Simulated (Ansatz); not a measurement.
Starting cell, SiO2 (alpha-quartz type, space group P3_121):

```yaml
crystal:
  lattice:
    - [5.02210, 0.00000, 0.00000]
    - [-2.51105, 4.34927, 0.00000]
    - [0.00000, 0.00000, 5.51028]
  atoms:
    - { symbol: Si, position: [0.47672, 0.00000, 0.33333] }
    - { symbol: Si, position: [0.00000, 0.47672, 0.66667] }
    - { symbol: Si, position: [0.52328, 0.52328, 0.00000] }
    - { symbol: O, position: [0.41453, 0.25539, 0.20512] }
    - { symbol: O, position: [0.74461, 0.15915, 0.53845] }
    - { symbol: O, position: [0.84085, 0.58547, 0.87179] }
    - { symbol: O, position: [0.15915, 0.74461, 0.46155] }
    - { symbol: O, position: [0.25539, 0.41453, 0.79488] }
    - { symbol: O, position: [0.58547, 0.84085, 0.12821] }
```

The atoms are displaced by Q × the pattern below (from a DFPT mode at Γ, largest move 1; Q in Å), at fixed cell.

```json
[
 {"atom": "Si1", "x": "0.000", "y": "0.079", "z": "-0.374"},
 {"atom": "Si2", "x": "-0.068", "y": "-0.039", "z": "-0.374"},
 {"atom": "Si3", "x": "0.068", "y": "-0.039", "z": "-0.374"},
 {"atom": "O4", "x": "0.546", "y": "0.771", "z": "0.329"},
 {"atom": "O5", "x": "-0.940", "y": "0.087", "z": "0.329"},
 {"atom": "O6", "x": "0.395", "y": "-0.858", "z": "0.329"},
 {"atom": "O7", "x": "-0.546", "y": "0.771", "z": "0.329"},
 {"atom": "O8", "x": "-0.395", "y": "-0.858", "z": "0.329"},
 {"atom": "O9", "x": "0.940", "y": "0.087", "z": "0.329"}
]
```

These are PBE (plane waves to 420 eV, PAW, scalar-relativistic; Ansatz, an electronic-structure program) values and carry that method's errors. k mesh 8×8×6 (Γ-centred), Fermi-Dirac smearing 0.05 eV. The energy includes the smearing's −TS. SiO2 was relaxed with its symmetry unable to fall. ΔE is measured from the undisplaced structure.

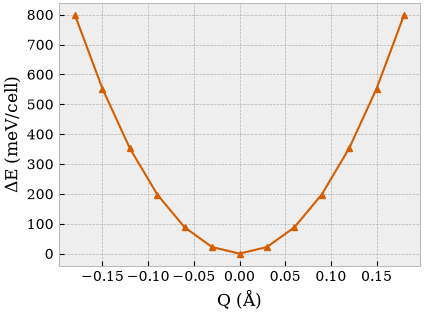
*ΔE (meV/cell) against Q (Å); markers are the computed points, lines only join them.*

Task: What is the energy change at Q = 0.180 Å?

Result: About 800 meV/cell.

Task: What harmonic wavenumber does the curvature at Q = 0 give?

Result: About 350 cm⁻¹.

(For displaced atoms, the force is minus the slope of the energy, and its curvature is a force constant, which sets phonon frequencies.)
